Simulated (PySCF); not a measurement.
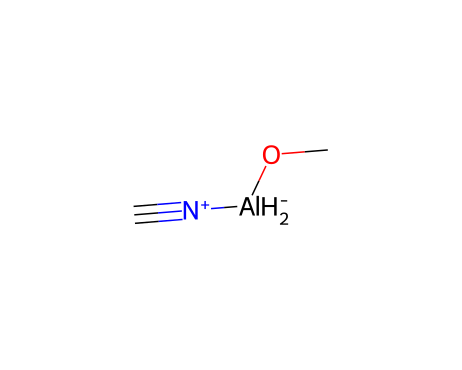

Source: calculation with PySCF.

Question: Give its SMILES.

Answer: C#[N+][AlH2-][O]C

Question: Give the formula, hydrogens included.

Answer: C2H6AlNO.

Question: An optimisation with PBE0-D3(BJ)/def2-SVP gave a structure of which point group?

Answer: C1. Other conformers may differ.
